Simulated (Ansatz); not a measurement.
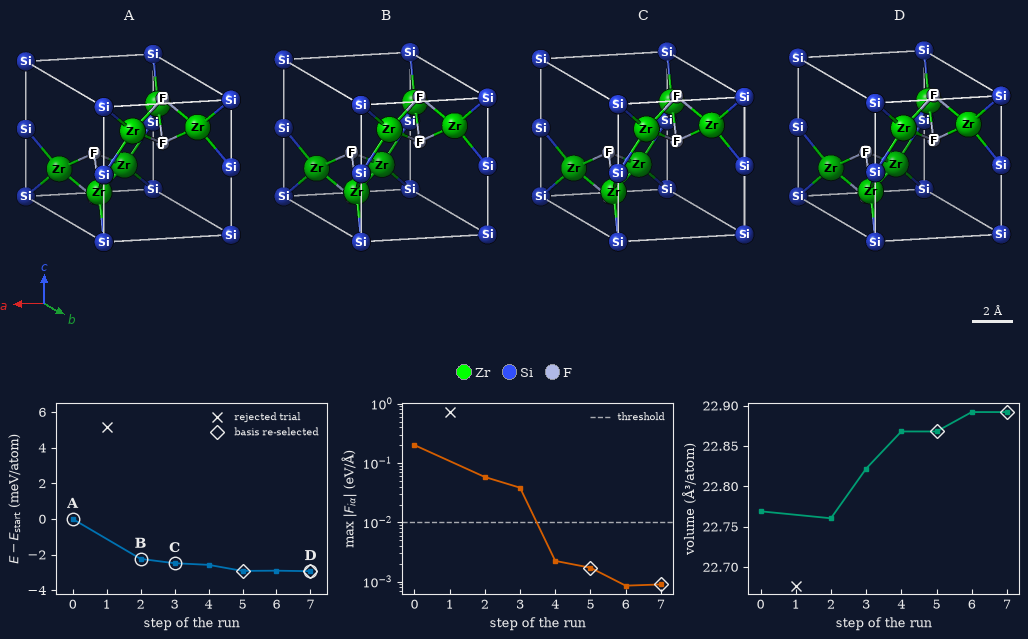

Frames of a relaxation of a crystal of Zr₃SiF₂ (a generated structure, set up in P6_3/mmc), marked on the history of the run. A ball-and-stick model of the cell of the calculation, seen from a free direction.

Level of theory: Ansatz, DFT PBE, scalar-relativistic, plane waves, PAW.

The input:
```yaml
crystal:
  lattice:
    - [6.4486932011, 0.0, 0.0]
    - [-3.2243466006, 5.5847321334, 0.0]
    - [0.0, 0.0, 7.5866815172]
  atoms:
    - { symbol: Zr, position: [0.1627013414, 0.3254026827, 0.75] }
    - { symbol: Zr, position: [0.6745973173, 0.8372986586, 0.75] }
    - { symbol: Zr, position: [0.1627013414, 0.8372986586, 0.75] }
    - { symbol: Zr, position: [0.8372986586, 0.6745973173, 0.25] }
    - { symbol: Zr, position: [0.3254026827, 0.1627013414, 0.25] }
    - { symbol: Zr, position: [0.8372986586, 0.1627013414, 0.25] }
    - { symbol: Si, position: [0.0, 0.0, 0.0] }
    - { symbol: Si, position: [0.0, 0.0, 0.5] }
    - { symbol: F, position: [0.6666666667, 0.3333333333, 0.0845417559] }
    - { symbol: F, position: [0.3333333333, 0.6666666667, 0.9154582441] }
    - { symbol: F, position: [0.3333333333, 0.6666666667, 0.5845417559] }
    - { symbol: F, position: [0.6666666667, 0.3333333333, 0.4154582441] }
basis:
  ecutwfc: 420
kpoints:
  mp_grid: { grid: [6, 6, 6] }
hamiltonian:
  xc: pbe
scf:
  occupations: { method: gaussian, width: 0.1 }
output:
  forces: true
  stress: true
  eigenvalues: true
relax:
  adjacent_minimum: "off"
  f_tol: 0.01
  max_steps: 80
  cell: { stress_tol: 0.05 }
```

Run as
```bash
ansatz run input.yaml --threads 1 --pin off --max-ram 2560MiB --backend cpu --events-out ev --progress --plain --runs-dir out
```

**What happens along the run?**

The largest moves relative to the cell, 0.026 Å, are those of F9, F10, F11 and F12. F9 goes along +c. Largest moves by element: F 0.026 Å, Zr 0.013 Å. Si stays in place. The volume changes by +0.5 %, with a = b 6.449 → 6.383 Å (−1.0 %), c 7.587 → 7.785 Å (+2.6 %). Among the contacts that change: Zr1–Zr2 3.148 → 3.093 Å, Zr1–Si7 2.627 → 2.641 Å, Zr1–Zr2 (another image) 3.301 → 3.290 Å. Bond angles that change, for instance: Si7–Zr5–Si8 92.4° → 94.9°. The space group stays P6_3/mmc (No. 194). After 4 accepted moves (7 points after the start) the energy has fallen by 2.9 meV per atom. Largest force component: 0.2 eV/Å at the start, 0.0009 eV/Å at the end. The pressure goes from −0.19 to 0.00 GPa. The line search rejected the trial step at point 1 of the run. At 2 points the geometry stayed and the basis and grid were re-selected for the new cell (energy shift of 0.3 meV per atom at most each time). From step 0 to 2: F atoms move most (0.02 Å), energy −2.2 meV per atom. From step 2 to 3: volume +0.3 %, energy −0.2 meV per atom. From step 3 to 7: volume +0.3 %, energy −0.4 meV per atom.

```tsv
step	E − E(0), meV/atom	largest force component, eV/Å	pressure, GPa	volume, Å³/atom	note
0	0.00	0.2010	-0.19	22.769	
1	5.19	0.7240	1.74	22.677	rejected
2	-2.24	0.0582	0.27	22.760	
3	-2.48	0.0385	0.12	22.822	
4	-2.57	0.0022	0.01	22.868	
5	-2.91	0.0017	0.04	22.868	same geometry, new basis
6	-2.90	0.0009	0.00	22.892	
7	-2.93	0.0009	0.00	22.892	same geometry, new basis
```
